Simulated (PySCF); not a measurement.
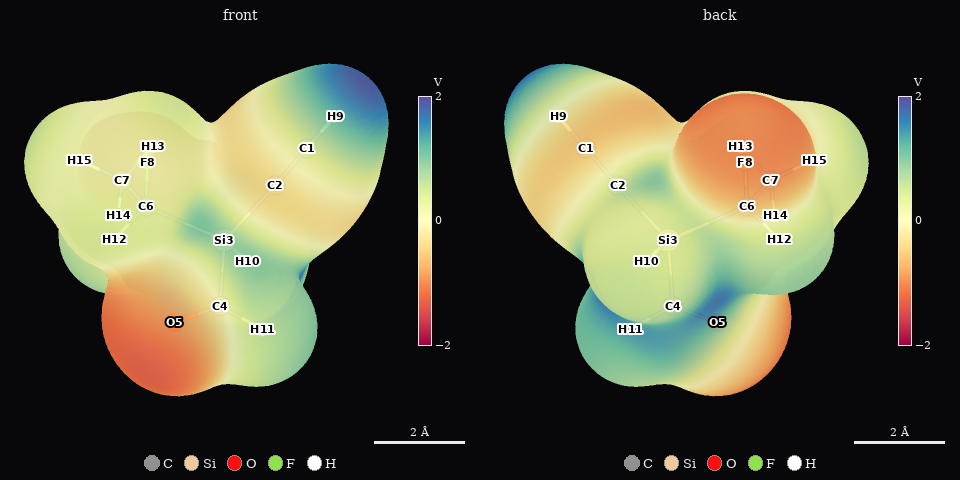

The picture shows: C₅H₇FOSi. The electrostatic potential painted on the density surface at 0.002 e/bohr³, seen from the front and from behind; red is negative and blue positive.

Geometry: GFN2-xTB.

Computed with PBE0/pcSseg-1, SCF density, gas phase, non-relativistic (PySCF 2.14.0).

Input file:

```
{"job": {"kind": "nmr", "xc": "PBE0", "basis": "pcSseg-1"}, "charge": 0, "multiplicity": 1}
C      1.946659     1.449036     1.715864
C      0.874669     1.163738     1.249295
Si    -0.750440     0.658564     0.528968
C     -0.926859     1.642223    -1.120771
O     -1.022914     1.130823    -2.206418
C     -0.707393    -1.215680     0.090751
C      0.486145    -1.625334    -0.758011
F     -0.686888    -1.943083     1.282115
H      2.881890     1.706589     2.124028
H     -1.862320     0.991219     1.422591
H     -0.930860     2.750232    -1.041058
H     -1.635741    -1.526076    -0.405931
H      1.416171    -1.359919    -0.259529
H      0.436163    -1.113855    -1.715346
H      0.477305    -2.700489    -0.928460
```

Launched as:

```sh
OMP_NUM_THREADS=1 python probes_run.py task.json out
```

Q: Where is the surface potential most negative and most positive?

A: The most negative region (about −1.3 V) lies over O5, the most positive (about +1.9 V) over Si3 and H9. O5 is the likeliest acceptor of a hydrogen bond.
